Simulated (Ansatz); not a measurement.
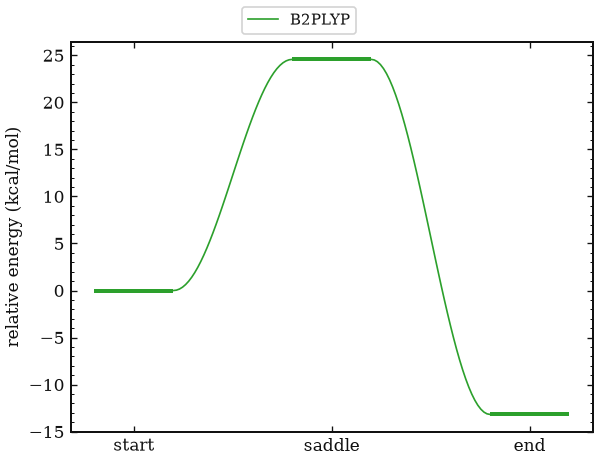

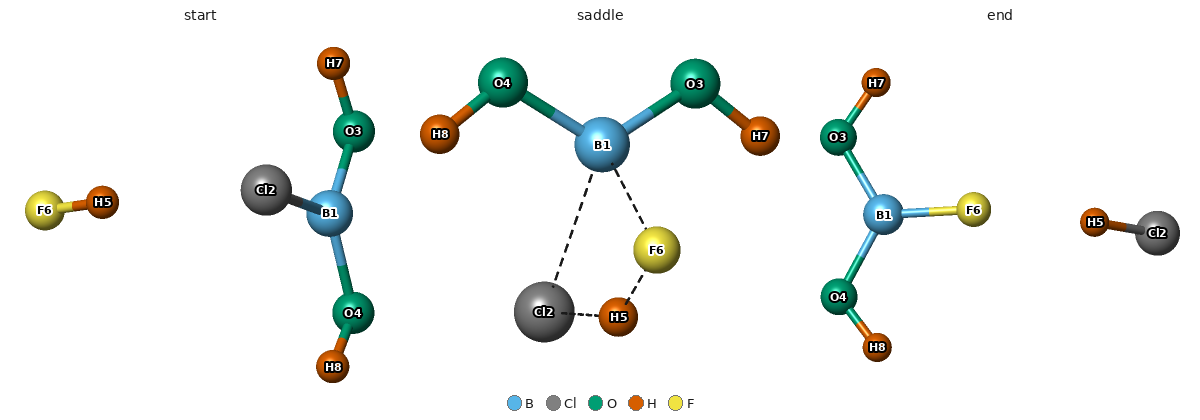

One elementary step of BH₃O₂ClF: start, first-order saddle point (changing pairs dashed) and end. Electronic energies at PBE0-D4/def2-TZVP geometries, energies in def2-TZVPP, the Ansatz code; cores frozen in correlated methods, no zero-point terms. Start and end are the structures at the ends of the path (complexes, where there are several molecules). Lines between the levels only guide the eye.

Q: Which bonds change in the step?

A: B1–F6 (3.60 → 1.64 → 1.36 Å) and Cl2–H5 (2.25 → 1.61 → 1.28 Å) form; B1–Cl2 (1.81 → 2.17 → 4.26 Å) and H5–F6 (0.93 → 1.09 → 2.04 Å) break (lengths at start, saddle and end; changes of bond order aren't listed). The imaginary mode at the saddle is 662.8i cm⁻¹ (PBE0-D4).

Q: What are the heights of saddle and end over the start, in kcal/mol?

A:
| level | barrier | reverse barrier | step energy |
| --- | --- | --- | --- |
| B2PLYP | 24.6 | 37.7 | −13.2 |
